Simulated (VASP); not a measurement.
Energy against volume of MgSe (rock salt). All values below come from vdW-DF-cx, VASP's PBE PAW potentials (set 64) (plane waves; VASP).

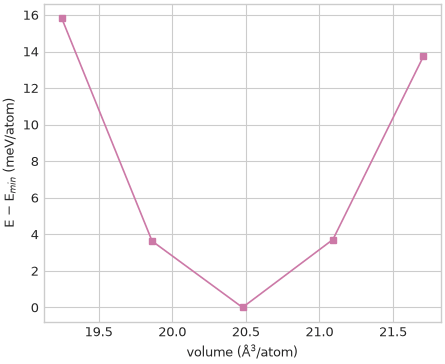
Figure: Energy against volume

**Question.** Estimate the equilibrium volume and the bulk modulus.

**Answer.** The minimum lies near 20.5 Å³/atom, and the curvature gives B0 of about 64 GPa.

Measured: a 5.460 Å (computed value off by +0.2 %), as given by M J Lucero et al., Journal of Physics Condensed Matter (2012), arXiv:1111.4515. The calculation is for a static lattice, while the measured a holds thermal and zero-point effects, which are part of the difference.

The compound is MgSe in the rock salt structure. It was relaxed first.
